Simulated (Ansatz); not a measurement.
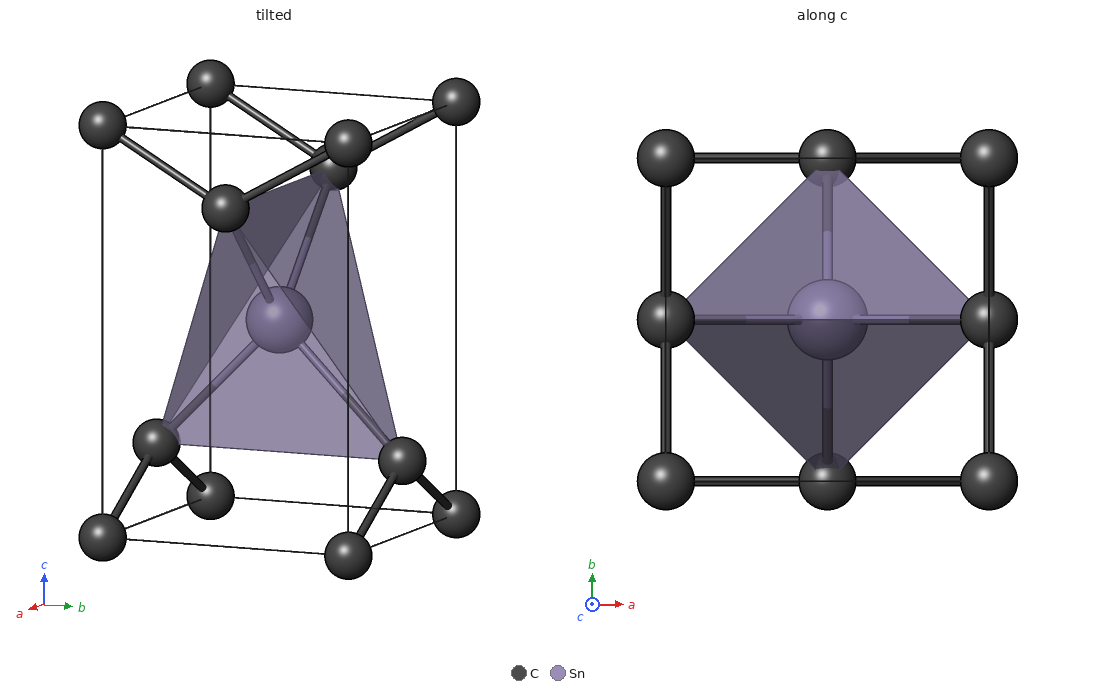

Polyhedral representation of a periodic structure, projected slightly off an axis and along the c axis. The conventional unit cell is drawn as a box.

SnC$_{3}$, space group P-4m2 (No. 115), a = 2.979 Å, b = 2.979 Å, c = 4.644 Å, α = 90.00°, β = 90.00°, γ = 90.00°. The initial geometry was a structure type filled with these elements by a generator (whether the compound takes this form wasn't checked). Earlier steps of the study may have refined or changed the cell and positions. A calculation with Ansatz used it as input.

This one geometry was computed with Ansatz (DFT, plane waves, PAW) at five levels of theory: PBE with spin-orbit coupling, r2SCAN, PBE, HSE06 and PBE0. It was relaxed beforehand with r2SCAN.

Which level gives the highest pressure at this volume, and what does that say about its equilibrium volume?

Highest: PBE with spin-orbit coupling (2.5 GPa) and PBE (2.7 GPa), which points to the largest equilibrium volume. Lowest, with the smallest volume: HSE06 (-3.9 GPa) and PBE0 (-4.1 GPa). Levels within 0.5 GPa of each other can't be told apart.

How does the band gap change with the level of theory?

PBE with spin-orbit coupling: a gap of 0.32 eV, indirect; PBE: a gap of 0.34 eV, indirect; r2SCAN: a gap of 0.40 eV, indirect; HSE06: a gap of 1.13 eV, indirect; PBE0: a gap of 1.84 eV, indirect.

Collect the results in a table.

| level | cutoff (eV) | k-mesh of the run's cell | gap (eV) | pressure (GPa) |
| --- | --- | --- | --- | --- |
| PBE with spin-orbit coupling | 420 | 8×8×6 | 0.32 | 2.5 |
| r2SCAN | 500 | 8×8×6 | 0.40 | 0.0 |
| PBE | 420 | 8×8×6 | 0.34 | 2.7 |
| HSE06 | 420 | 6×6×4 | 1.13 | -3.9 |
| PBE0 | 420 | 6×6×4 | 1.84 | -4.1 |

Gaps are taken on the k-mesh or band path of each run.
